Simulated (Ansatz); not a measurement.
## Geometry relaxation of SiPH6F

- system: SiPH6F
- method: RKS PBE-D4/def2-SVP (Ansatz 0.2.0)

It belongs to a series of runs on one base structure; here: end point B relaxed. Figures and captions count atoms from 1; the log counts them from 0 in places.

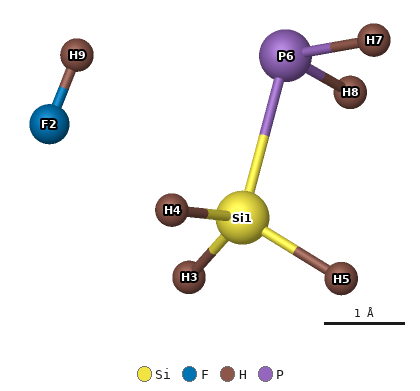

*The starting structure (ball-and-stick view, seen at a tilt; atoms are numbered from 1 in the order of the input).*

Results in brief

```csv
quantity,value
outcome,converged
total energy,−19961.9429 eV
mean-field energy,−19961.7855 eV
largest force (length of the vector) at the end,0.027 eV/Å
hardware,"1 thread of Arm Neoverse V2, 24 GiB of memory available, shared host"
wall time,22 s
peak memory,0.14 GiB
```

Input file
```yaml
crystal:
  periodic: [false, false, false]
  atoms:
    - { symbol: Si, position_ang: [-0.523818, -0.204712, -0.221458] }
    - { symbol: F, position_ang: [0.25549, 0.989956, 2.187433] }
    - { symbol: H, position_ang: [0.666946, -0.870033, 0.396441] }
    - { symbol: H, position_ang: [-0.263001, 1.248448, -0.488843] }
    - { symbol: H, position_ang: [-0.799569, -0.865036, -1.549289] }
    - { symbol: P, position_ang: [-2.265466, -0.42654, 1.128426] }
    - { symbol: H, position_ang: [-3.274096, -0.347382, 0.105827] }
    - { symbol: H, position_ang: [-2.226015, -1.86351, 1.149778] }
    - { symbol: H, position_ang: [-0.609072, 1.026708, 2.535785] }
basis:
  gaussian: { orbitals: def2-SVP }
hamiltonian:
  xc: pbe
  dispersion: d4
relax:
  f_tol: 0.03
  max_steps: 50
```

Command:
```bash
ansatz run input.yaml --threads 1 --pin off --max-ram 2048MiB --backend cpu --events-out ev --progress --plain --runs-dir out
```

Output
```
The last accepted step is kept in [file] (removed where the run ends without a failure and the disk answers)
Engine: ansatz 0.2.0, aarch64-unknown-linux-gnu
Functional definition: PBE
  parameter kappa = 0.804
  parameter beta = 0.06672455060314922
  exchange = pbe_x(kappa = kappa, mu = beta*pi^2/3)
  correlation = pbe_c(beta = beta)
899 factors; their error is unknown
mean field evaluation 1: about -19959.6836 eV, gradient 3.2e1 eV
mean field evaluation 2: about -19957.7506 eV, gradient 5.1e1 eV
mean field evaluation 4: about -19961.7088 eV, gradient 9.3e-1 eV
mean field evaluation 8: about -19961.6645 eV, gradient 1.0e-1 eV
mean field evaluation 16: about -19961.6645 eV, gradient 1.0e-5 eV
mean field -19961.66452725 eV, -733.5776408742 hartree, gradient 1.0e-5 eV, S^2 0.000000; 0 other end points of the search recorded, 0 dependent functions left out
the calculation of the forces begins
reference -19961.66455836 eV, -733.5776420177 hartree; 22, 22 occupied and 58, 58 virtual orbitals, 899 factors
relax step   1: F+E_penalty+E_count = -19961.82525413 eV  Δ(F+E_penalty+E_count) = +0.000e0 eV  max|allowed force component| = 8.022e-1 eV/Å  Δτ_max = 0.0000 Å  (24 SCF iters, accepted)
these checks for a lower state are left out or cut short: starts, cluster_reference, orbital_swaps, neighbouring_geometries, increment
899 factors; their error is unknown
mean field -19961.69693162 eV, -733.5788317128 hartree, gradient 2.6e-5 eV, S^2 0.000000; 0 other end points of the search recorded, 0 dependent functions left out
the calculation of the forces begins
reference -19961.69696223 eV, -733.5788328376 hartree; 22, 22 occupied and 58, 58 virtual orbitals, 899 factors
relax step   2: F+E_penalty+E_count = -19961.85493847 eV  Δ(F+E_penalty+E_count) = -2.968e-2 eV  max|allowed force component| = 2.163e0 eV/Å  Δτ_max = 0.1950 Å  (30 SCF iters, accepted)
these checks for a lower state are left out or cut short: starts, cluster_reference, orbital_swaps, neighbouring_geometries, increment
899 factors; their error is unknown
mean field -19961.74453628 eV, -733.5805811518 hartree, gradient 1.6e-5 eV, S^2 0.000000; 0 other end points of the search recorded, 0 dependent functions left out
the calculation of the forces begins
reference -19961.74456630 eV, -733.5805822550 hartree; 22, 22 occupied and 58, 58 virtual orbitals, 899 factors
relax step   3: F+E_penalty+E_count = -19961.90335671 eV  Δ(F+E_penalty+E_count) = -4.842e-2 eV  max|allowed force component| = 1.212e0 eV/Å  Δτ_max = 0.1949 Å  (27 SCF iters, accepted)
these checks for a lower state are left out or cut short: starts, cluster_reference, orbital_swaps, neighbouring_geometries, increment
899 factors; their error is unknown
mean field evaluation 32: about -19961.4640 eV, gradient 8.9e0 eV
mean field -19961.63708492 eV, -733.5766323871 hartree, gradient 1.3e-5 eV, S^2 0.000000; 0 other end points of the search recorded, 0 dependent functions left out
the calculation of the forces begins
reference -19961.63711562 eV, -733.5766335156 hartree; 22, 22 occupied and 58, 58 virtual orbitals, 899 factors
relax step   4: F+E_penalty+E_count = -19961.79274481 eV  Δ(F+E_penalty+E_count) = +1.106e-1 eV  max|allowed force component| = 7.964e-1 eV/Å  Δτ_max = 0.1997 Å  (26 SCF iters, rejected (line search))
these checks for a lower state are left out or cut short: starts, cluster_reference, orbital_swaps, neighbouring_geometries, increment
899 factors; their error is unknown
mean field -19961.77618019 eV, -733.5817440440 hartree, gradient 7.2e-6 eV, S^2 0.000000; 0 other end points of the search recorded, 0 dependent functions left out
the calculation of the forces begins
reference -19961.77621045 eV, -733.5817451562 hartree; 22, 22 occupied and 58, 58 virtual orbitals, 899 factors
relax step   5: F+E_penalty+E_count = -19961.93354519 eV  Δ(F+E_penalty+E_count) = -3.019e-2 eV  max|allowed force component| = 1.804e-1 eV/Å  Δτ_max = 0.0593 Å  (26 SCF iters, accepted)
these checks for a lower state are left out or cut short: starts, cluster_reference, orbital_swaps, neighbouring_geometries, increment
899 factors; their error is unknown
mean field -19961.77853695 eV, -733.5818306535 hartree, gradient 5.9e-6 eV, S^2 0.000000; 0 other end points of the search recorded, 0 dependent functions left out
the calculation of the forces begins
reference -19961.77856715 eV, -733.5818317634 hartree; 22, 22 occupied and 58, 58 virtual orbitals, 899 factors
relax step   6: F+E_penalty+E_count = -19961.93603968 eV  Δ(F+E_penalty+E_count) = -2.494e-3 eV  max|allowed force component| = 1.841e-1 eV/Å  Δτ_max = 0.1000 Å  (26 SCF iters, accepted)
these checks for a lower state are left out or cut short: starts, cluster_reference, orbital_swaps, neighbouring_geometries, increment
899 factors; their error is unknown
mean field -19961.78218948 eV, -733.5819648816 hartree, gradient 5.9e-6 eV, S^2 0.000000; 0 other end points of the search recorded, 0 dependent functions left out
the calculation of the forces begins
reference -19961.78221978 eV, -733.5819659951 hartree; 22, 22 occupied and 58, 58 virtual orbitals, 899 factors
relax step   7: F+E_penalty+E_count = -19961.94034184 eV  Δ(F+E_penalty+E_count) = -4.302e-3 eV  max|allowed force component| = 6.273e-2 eV/Å  Δτ_max = 0.1002 Å  (26 SCF iters, accepted)
these checks for a lower state are left out or cut short: starts, cluster_reference, orbital_swaps, neighbouring_geometries, increment
899 factors; their error is unknown
mean field evaluation 64: about -19961.7847 eV, gradient 1.8e-4 eV
mean field -19961.78473581 eV, -733.5820584575 hartree, gradient 2.3e-5 eV, S^2 0.000000; 0 other end points of the search recorded, 0 dependent functions left out
the calculation of the forces begins
reference -19961.78476610 eV, -733.5820595705 hartree; 22, 22 occupied and 58, 58 virtual orbitals, 899 factors
relax step   8: F+E_penalty+E_count = -19961.94243680 eV  Δ(F+E_penalty+E_count) = -2.095e-3 eV  max|allowed force component| = 1.660e-2 eV/Å  Δτ_max = 0.0411 Å  (25 SCF iters, accepted)
these checks for a lower state are left out or cut short: starts, cluster_reference, orbital_swaps, neighbouring_geometries, increment
899 factors; their error is unknown
mean field -19961.78533300 eV, -733.5820804037 hartree, gradient 2.3e-5 eV, S^2 0.000000; 0 other end points of the search recorded, 0 dependent functions left out
the calculation of the forces begins
reference -19961.78536331 eV, -733.5820815176 hartree; 22, 22 occupied and 58, 58 virtual orbitals, 899 factors
relax step   9: F+E_penalty+E_count = -19961.94273345 eV  Δ(F+E_penalty+E_count) = -2.966e-4 eV  max|allowed force component| = 9.979e-2 eV/Å  Δτ_max = 0.0327 Å  (26 SCF iters, accepted)
these checks for a lower state are left out or cut short: starts, cluster_reference, orbital_swaps, neighbouring_geometries, increment
899 factors; their error is unknown
mean field -19961.78547472 eV, -733.5820856117 hartree, gradient 2.2e-5 eV, S^2 0.000000; 0 other end points of the search recorded, 0 dependent functions left out
the calculation of the forces begins
reference -19961.78550505 eV, -733.5820867262 hartree; 22, 22 occupied and 58, 58 virtual orbitals, 899 factors
relax step  10: F+E_penalty+E_count = -19961.94291808 eV  Δ(F+E_penalty+E_count) = -1.846e-4 eV  max|allowed force component| = 2.368e-2 eV/Å  Δτ_max = 0.0246 Å  (26 SCF iters, accepted)
899 factors; their error is unknown
mean field evaluation 96: about -19961.7855 eV, gradient 2.6e-4 eV
```

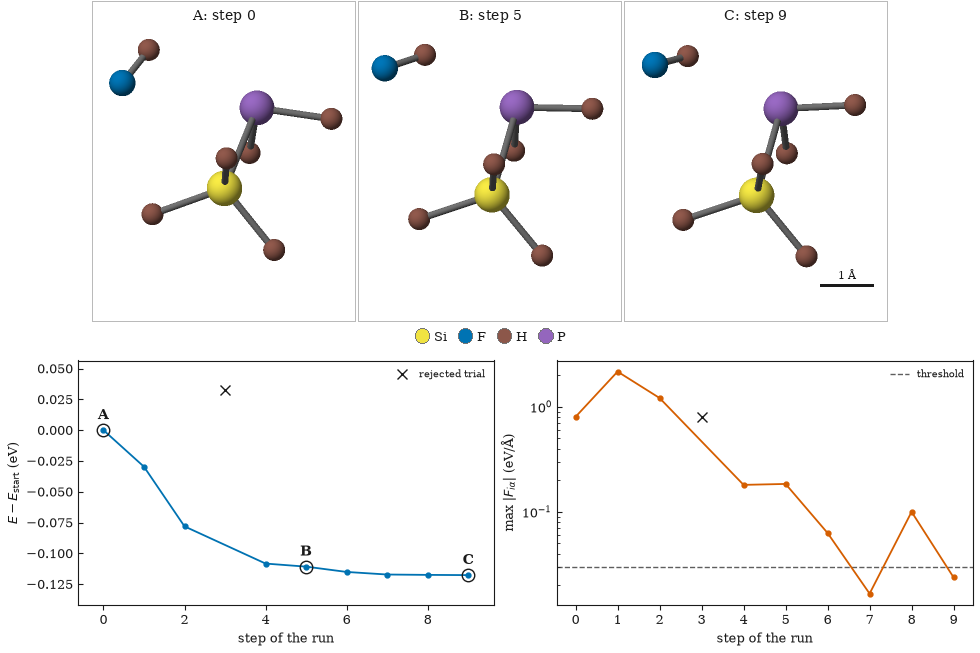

*Frames of the relaxation (ball-and-stick view, seen at a tilt) above the curves, on which the letters mark them (the first geometry is step 0 here and step 1 in the log).*

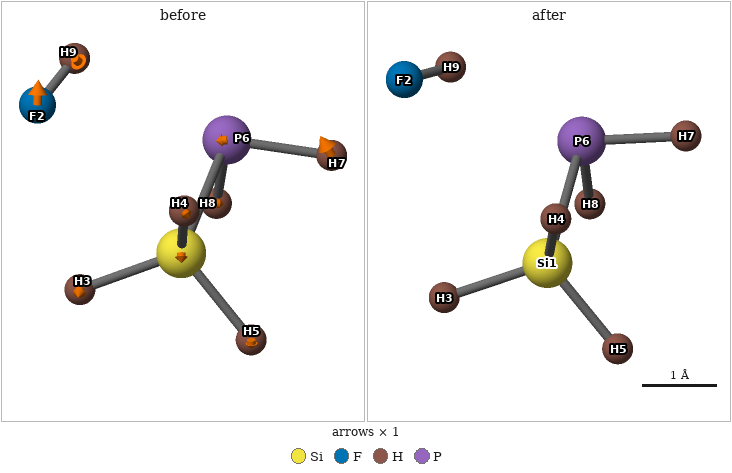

*Before (left) and after (right) the relaxation, at one scale (ball-and-stick view, seen at a tilt). The orange arrows give the displacements, at true length.*

The atom that moves furthest after the best rigid fit is F2 (0.35 Å). Largest moves by element: F 0.35 Å, H 0.33 Å, P 0.15 Å, Si 0.14 Å. Among the contacts that change: Si1–P6 2.215 → 2.287 Å, F2–H9 0.933 → 0.947 Å. Among the angles that change: H4–Si1–P6 110.0° → 107.5°, H3–Si1–P6 109.2° → 107.0°, H4–Si1–H5 107.4° → 109.5°. Over 9 geometry steps the energy falls by 0.118 eV. Largest force component: 0.8 eV/Å at the start, 0.024 eV/Å at the end. The line search rejected the trial step at point 3 (counted from 0) and went back. (Atoms are counted from 1 in the order of the input.)

```
mean field -19961.78547472 eV, -733.5820856117 hartree, gradient 2.2e-5 eV, S^2 0.000000; 1 other end points of the search recorded, 0 dependent functions left out
the calculation of the forces begins
reference -19961.78550505 eV, -733.5820867262 hartree; 22, 22 occupied and 58, 58 virtual orbitals, 899 factors
Total energy: -19961.94294841 eV, -733.5878726632 hartree
Atom 0 at    -0.457600    -0.257081    -0.328154 Å, force    -0.003883    -0.009002     0.011674 eV/Å
Atom 1 at     0.107885     1.212932     2.404690 Å, force     0.023684     0.012088     0.000556 eV/Å
Atom 2 at     0.772257    -0.852613     0.286929 Å, force     0.009509     0.003410    -0.005804 eV/Å
Atom 3 at    -0.273346     1.203827    -0.608138 Å, force    -0.001179    -0.003660     0.004195 eV/Å
Atom 4 at    -0.776675    -0.977576    -1.610584 Å, force    -0.000881     0.001143    -0.000141 eV/Å
Atom 5 at    -2.138287    -0.455330     1.209831 Å, force     0.010450     0.017306     0.001373 eV/Å
Atom 6 at    -3.217879    -0.114561     0.327444 Å, force    -0.018968     0.005515    -0.008892 eV/Å
Atom 7 at    -2.311426    -1.875395     1.091832 Å, force     0.000277    -0.018708    -0.003692 eV/Å
Atom 8 at    -0.743529     0.803697     2.470250 Å, force    -0.019009    -0.008091     0.000730 eV/Å
Dipole moment:    -0.356695    -0.273492    -0.210955 e Å
```

Trajectory as extended XYZ (Å, eV, eV/Å), 10 frames, from step=1 to step=10
```
9
Properties=species:S:1:pos:R:3:forces:R:3 step=1 energy=-19961.82525
Si   -0.5238   -0.2047   -0.2215    0.7102  -0.0096  -0.8022
F     0.2555    0.9900    2.1874    0.4076   0.1087   0.0869
H     0.6669   -0.8700    0.3964    0.0008  -0.0284  -0.0130
H    -0.2630    1.2484   -0.4888   -0.0335   0.0018   0.0094
H    -0.7996   -0.8650   -1.5493    0.0152  -0.0159  -0.0219
P    -2.2655   -0.4265    1.1284   -0.6514   0.0201   0.6741
H    -3.2741   -0.3474    0.1058    0.0079  -0.0157   0.0223
H    -2.2260   -1.8635    1.1498   -0.0221  -0.0021  -0.0274
H    -0.6091    1.0267    2.5358   -0.4347  -0.0589   0.0718
9
Properties=species:S:1:pos:R:3:forces:R:3 step=2 energy=-19961.85494
Si   -0.5056   -0.2207   -0.2730    0.2179   0.0102  -0.2887
F     0.2875    1.0856    2.3543   -2.1631  -0.3158   0.2405
H     0.6804   -0.8930    0.3470    0.0109   0.0290   0.0218
H    -0.2631    1.2380   -0.5265    0.0191  -0.0152   0.0216
H    -0.7918   -0.8843   -1.5969   -0.0372  -0.0062   0.0393
P    -2.2548   -0.4043    1.1625   -0.0410  -0.0446   0.0985
H    -3.2725   -0.3277    0.1492   -0.0216   0.0686   0.0607
H    -2.2290   -1.8422    1.1710   -0.0131   0.0145   0.0581
H    -0.6897    0.9365    2.4566    2.0280   0.2596  -0.2518
9
Properties=species:S:1:pos:R:3:forces:R:3 step=3 energy=-19961.90336
Si   -0.4722   -0.2262   -0.3178    0.0342   0.0340  -0.0561
F     0.1409    1.1180    2.4023   -1.2072  -0.4853  -0.0045
H     0.7160   -0.9005    0.2954    0.0257   0.0290   0.0119
H    -0.2235    1.2292   -0.5797    0.0254  -0.0191   0.0067
H    -0.7992   -0.9033   -1.6258   -0.0435  -0.0003   0.0763
P    -2.1840   -0.3574    1.2009    0.0145  -0.1897  -0.2353
H    -3.2433   -0.2515    0.2331   -0.0249   0.0506   0.1064
H    -2.1949   -1.7951    1.2418   -0.0365   0.0307   0.0329
H    -0.7784    0.7747    2.3938    1.2121   0.5500   0.0617
9
Properties=species:S:1:pos:R:3:forces:R:3 step=4 energy=-19961.79274 accepted=F
Si   -0.3773   -0.2164   -0.3931   -0.5890  -0.3477  -0.0242
F     0.0890    1.0835    2.4603    0.2293   0.0988   0.0140
H     0.8290   -0.8534    0.2317   -0.0939  -0.0374  -0.0138
H    -0.1193    1.2384   -0.6498   -0.1030  -0.0306  -0.0003
H    -0.8178   -0.9394   -1.6434    0.3103   0.1175  -0.0726
P    -2.1212   -0.4106    1.1041   -0.6585   0.0565   0.4647
H    -3.3851   -0.2322    0.3723    0.7964  -0.0258  -0.0195
H    -2.3060   -1.8414    1.2810    0.3071   0.3101  -0.2528
H    -0.8298    0.8593    2.4808   -0.1986  -0.1413  -0.0955
9
Properties=species:S:1:pos:R:3:forces:R:3 step=5 energy=-19961.93354
Si   -0.4570   -0.2331   -0.3393   -0.0825  -0.0269  -0.0723
F     0.1266    1.1588    2.4336   -0.1804  -0.1197  -0.0095
H     0.7358   -0.8942    0.2811    0.0016   0.0097   0.0113
H    -0.2051    1.2223   -0.5961   -0.0013  -0.0144   0.0032
H    -0.8016   -0.9187   -1.6361    0.0375   0.0099   0.0167
P    -2.1709   -0.3827    1.1680   -0.0834  -0.0741   0.0365
H    -3.2848   -0.2378    0.2633    0.1357   0.0175   0.0520
H    -2.2289   -1.8195    1.2254    0.0148   0.0562  -0.0453
H    -0.7528    0.7928    2.4441    0.1580   0.1418   0.0075
9
Properties=species:S:1:pos:R:3:forces:R:3 step=6 energy=-19961.93604
Si   -0.4740   -0.2344   -0.3449    0.0739  -0.0325   0.0829
F     0.1530    1.0823    2.4570   -0.1805  -0.0031  -0.0275
H     0.7209   -0.8730    0.2978   -0.0007  -0.0003  -0.0365
H    -0.2178    1.2194   -0.6051   -0.0343   0.0110  -0.0055
H    -0.7839   -0.9301   -1.6417   -0.0280  -0.0059  -0.0064
P    -2.1657   -0.4000    1.1868   -0.0481   0.0075  -0.0716
H    -3.2717   -0.2256    0.2840    0.0311  -0.0028   0.0150
H    -2.2228   -1.8364    1.1943    0.0026   0.0324   0.0048
H    -0.7766    0.8857    2.4158    0.1841  -0.0064   0.0447
9
Properties=species:S:1:pos:R:3:forces:R:3 step=7 energy=-19961.94034
Si   -0.4616   -0.2392   -0.3189   -0.0505  -0.0051   0.0380
F     0.1426    1.1385    2.3747    0.0080   0.0265   0.0395
H     0.7489   -0.8644    0.3038    0.0095   0.0051  -0.0076
H    -0.2518    1.2202   -0.5887    0.0041  -0.0050  -0.0023
H    -0.7829   -0.9426   -1.6094   -0.0017  -0.0095  -0.0142
P    -2.1705   -0.4244    1.1974    0.0627   0.0134  -0.0204
H    -3.2490   -0.1793    0.2811   -0.0066  -0.0187  -0.0005
H    -2.2629   -1.8573    1.1492   -0.0269   0.0068  -0.0130
H    -0.7515    0.8364    2.4550    0.0013  -0.0135  -0.0194
9
Properties=species:S:1:pos:R:3:forces:R:3 step=8 energy=-19961.94244
Si   -0.4608   -0.2473   -0.3230   -0.0005  -0.0066  -0.0045
F     0.1312    1.1699    2.3988   -0.0160   0.0027   0.0127
H     0.7638   -0.8520    0.2940   -0.0060  -0.0005   0.0006
H    -0.2620    1.2121   -0.6019   -0.0076  -0.0019   0.0042
H    -0.7789   -0.9613   -1.6090   -0.0023  -0.0042  -0.0043
P    -2.1569   -0.4353    1.2011    0.0067  -0.0022  -0.0048
H    -3.2395   -0.1524    0.2998    0.0100  -0.0009   0.0035
H    -2.2885   -1.8642    1.1271   -0.0009   0.0090  -0.0053
H    -0.7470    0.8185    2.4571    0.0166   0.0045  -0.0021
9
Properties=species:S:1:pos:R:3:forces:R:3 step=9 energy=-19961.94273
Si   -0.4597   -0.2550   -0.3277    0.0138   0.0058  -0.0081
F     0.1197    1.1979    2.4110   -0.0998  -0.0475   0.0087
H     0.7724   -0.8475    0.2871   -0.0096   0.0000  -0.0011
H    -0.2729    1.2054   -0.6103   -0.0029  -0.0046   0.0014
H    -0.7782   -0.9763   -1.6100    0.0005   0.0001   0.0023
P    -2.1463   -0.4431    1.2037   -0.0198  -0.0244  -0.0061
H    -3.2285   -0.1294    0.3109    0.0200  -0.0011   0.0152
H    -2.3025   -1.8689    1.1076    0.0017   0.0219   0.0000
H    -0.7426    0.8048    2.4718    0.0961   0.0498  -0.0122
9
Properties=species:S:1:pos:R:3:forces:R:3 step=10 energy=-19961.94292
Si   -0.4576   -0.2571   -0.3282   -0.0039  -0.0090   0.0117
F     0.1079    1.2129    2.4047    0.0237   0.0121   0.0006
H     0.7723   -0.8526    0.2869    0.0095   0.0034  -0.0058
H    -0.2733    1.2038   -0.6081   -0.0012  -0.0037   0.0042
H    -0.7767   -0.9776   -1.6106   -0.0009   0.0011  -0.0001
P    -2.1383   -0.4553    1.2098    0.0104   0.0173   0.0014
H    -3.2179   -0.1146    0.3274   -0.0190   0.0055  -0.0089
H    -2.3114   -1.8754    1.0918    0.0003  -0.0187  -0.0037
H    -0.7435    0.8037    2.4703   -0.0190  -0.0081   0.0007
```
